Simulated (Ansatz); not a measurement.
CH$_{2}$InN

The calculation's input:

```
crystal:
  periodic: [false, false, false]
  atoms:
    - { symbol: "N", position_ang: [0.1344, -1.5527, 1.3352] }
    - { symbol: C, position_ang: [0.0777, -0.6591, 0.539] }
    - { symbol: In, position_ang: [-0.1253, 0.5109, -0.8047] }
    - { symbol: H, position_ang: [-0.7921, 0.1606, -1.3087] }
    - { symbol: H, position_ang: [0.7553, 1.4667, 0.1978] }
basis:
  gaussian: { orbitals: def2-SVP }
hamiltonian:
  xc: pbe0
  dispersion: d4
relax:
  f_tol: 0.02
  max_steps: 40
scf:
  lower_state_search: "off"
output:
  orbitals: {}
```

Command:

```sh
ansatz run input.yaml --threads 1 --pin off --max-ram 2048MiB --backend cpu --events-out ev --progress --plain --runs-dir out
```

The fields are those of the relaxed geometry.

Core potentials replace the inner electrons of In.

Computed with Ansatz 0.2.0, RKS PBE0-D4/def2-SVP.

> Predict the electron density and electron localisation function between the atoms.

C–N (1.16 Å): ρ at the midpoint is about 3.5 e/Å³; the ELF peaks at about 0.85 between the atoms: a multiple bond.
C–In (2.15 Å): ρ at the midpoint is about 0.61 e/Å³; the ELF peaks at about 0.95 in the valence shell of C, 0.7 Å from its nucleus, and drops to about 0.15 between the two atoms.
In–H (1.71 Å): ρ at the midpoint is about 1.2 e/Å³; the ELF climbs to about 1 towards the hydrogen.

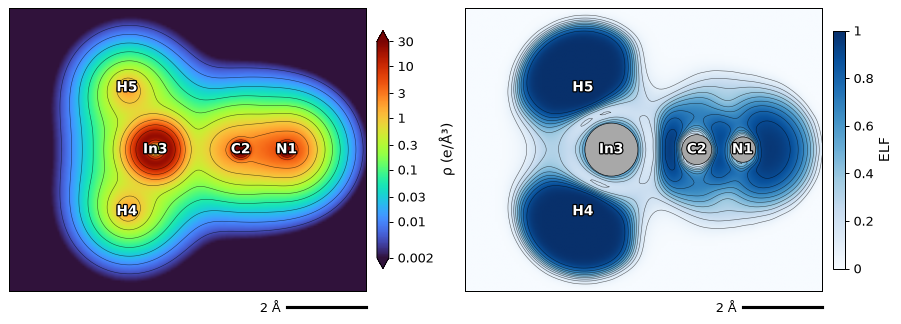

Computed electron density and electron localisation function on the molecular plane, in this order. Grey discs cover the atomic cores in the ELF map. 
